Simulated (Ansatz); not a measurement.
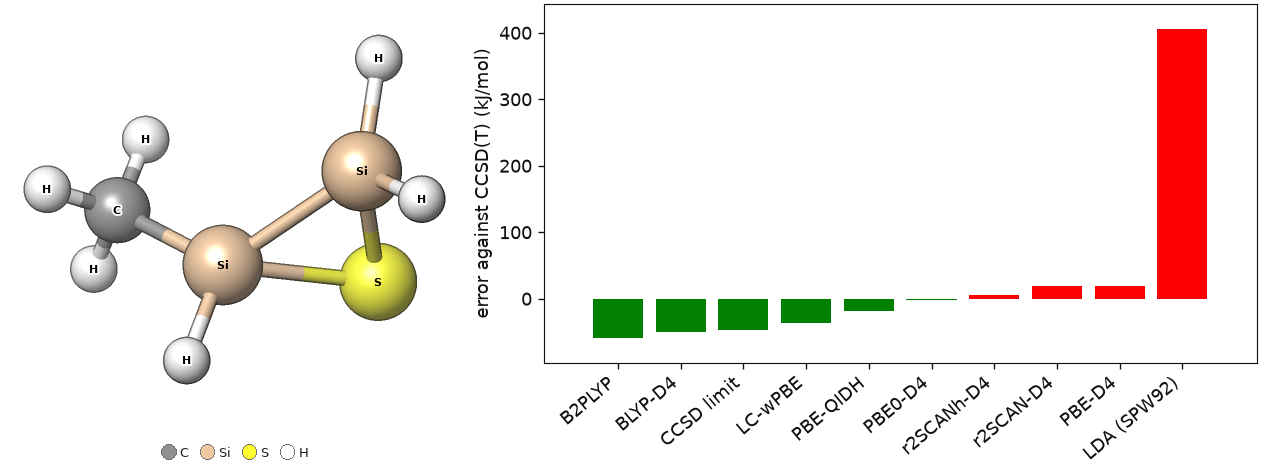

Error in the electronic atomisation energy (method less reference, so positive means overbinding) of CH₆SSi₂, SMILES C[Si@@H]1[SiH2]S1: functionals in def2-TZVPP against frozen-core CCSD(T) at the limit (MP2 extrapolated from triple and quadruple zeta, plus CCSD(T) less MP2 in a smaller set), which gives 3343.9 kJ/mol, at a PBE0-D4/def2-TZVP geometry (a minimum by its frequencies), no zero-point or spin-orbit term, the Ansatz code 0.2.0. The reference leaves out core correlation, a term that grows with the number of heavy atoms. B2PLYP and PBE-QIDH hold a correlation term that converges slowly with the basis, so part of the distance to the limit is basis error. No dispersion term is added to B2PLYP, LC-wPBE and PBE-QIDH. Limit means the basis limit.

Q: Which of these levels overbind, and which underbind?

A: Overbind: LDA (SPW92). Underbind: B2PLYP, BLYP-D4, CCSD limit and LC-wPBE. Within 20 kJ/mol of zero, too close to call in view of what the reference leaves out: PBE-QIDH, PBE0-D4, r2SCANh-D4, r2SCAN-D4 and PBE-D4.

Q: Give the values.

A:
| level | kJ/mol |
| --- | --- |
| B2PLYP | −59.1 |
| BLYP-D4 | −50.3 |
| CCSD limit | −47.0 |
| LC-wPBE | −36.4 |
| PBE-QIDH | −18.6 |
| PBE0-D4 | −2.3 |
| r2SCANh-D4 | 5.4 |
| r2SCAN-D4 | 18.3 |
| PBE-D4 | 19.6 |
| LDA (SPW92) | 405.8 |
